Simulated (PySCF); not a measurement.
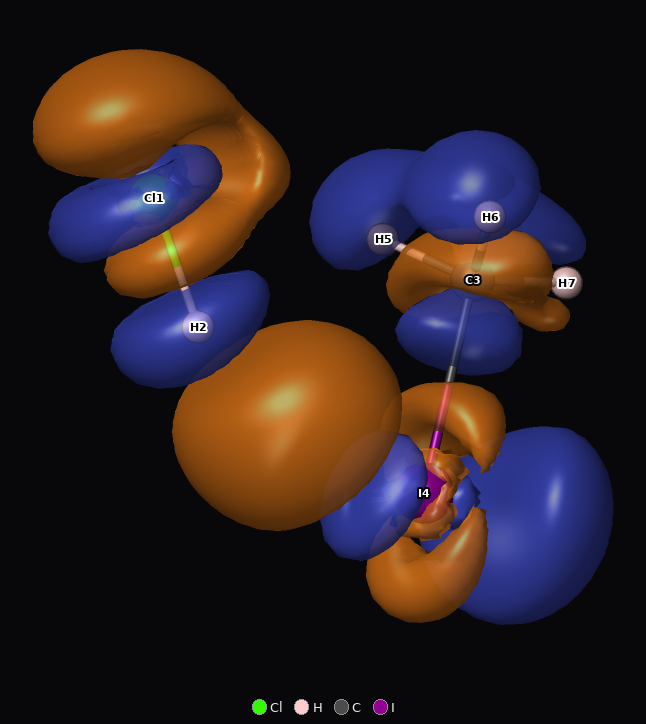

Figure. CH$_{4}$ClI, SMILES `Cl.CI`. Density of the complex less the densities of the two fragments at the same geometry, ±0.002 e/Å³ (orange: gain, blue: loss). Fragment A: HCl (atoms 1–2); fragment B: H3CI.

Method: BP86/def2-SVPD; geometry: GFN2-xTB; program: PySCF. Core potentials replace the inner electrons of I; spin–orbit coupling isn't included. GFN2-xTB bond lengths at metals and heavier atoms can be off by up to 0.1 Å and shapes distorted, which carries into these values.

Coordinates in Å:

```
Cl1     -3.0084   -0.1802   -0.0008
H2      -1.8825   -0.7928    0.0105
C3       0.1187    1.7221    0.0027
I4       0.9881   -0.2370   -0.0001
H5      -0.4890    1.8205   -0.8875
H6      -0.4892    1.8182    0.8925
H7       0.9225    2.4469   -0.0122
```

### Which way does charge flow?

Hirshfeld charges show 0.022 e passing from B to A. By Hirshfeld charges, electrons gather most on Cl1 (−0.020 e) and leave I4 most (+0.005 e); 0.07 e is displaced in all, which induces a dipole of 0.59 D.

### What is the interaction energy, and which contacts carry it?

The counterpoise-corrected interaction energy of the frozen fragments is −1.2 kcal/mol without dispersion correction and −3.7 kcal/mol with D3(BJ). The pair geometry is semi-empirical, not a minimum at this level. Contacts: H2···I4, hydrogen bond, 2.92 Å, ρ = 0.010 a.u. The pose is a local one from a semi-empirical search, not shown to be the most stable.
